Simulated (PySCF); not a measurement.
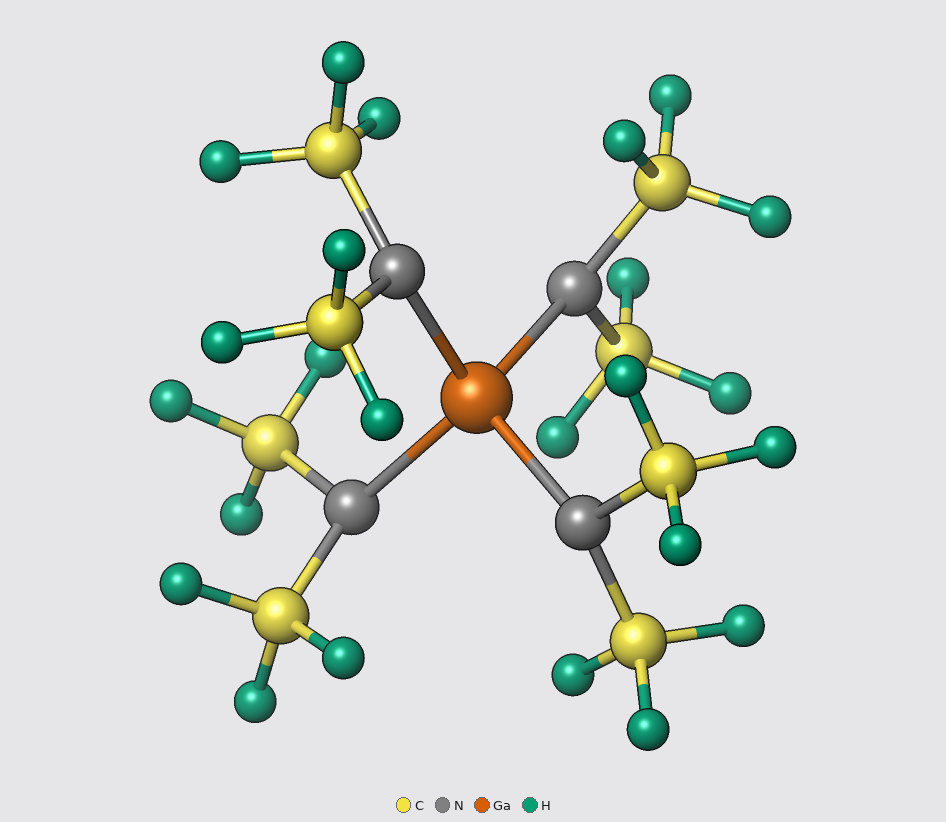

Charge −1, singlet. Computed geometry: PBE0-D3(BJ)/def2-SVP optimisation. No frequency run is at hand to confirm it as a minimum.

Give the structural formula.

SMILES: C[N](C)[Ga-]([N](C)C)([N](C)C)[N](C)C

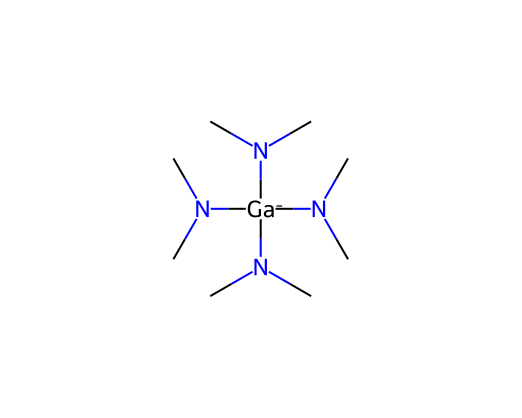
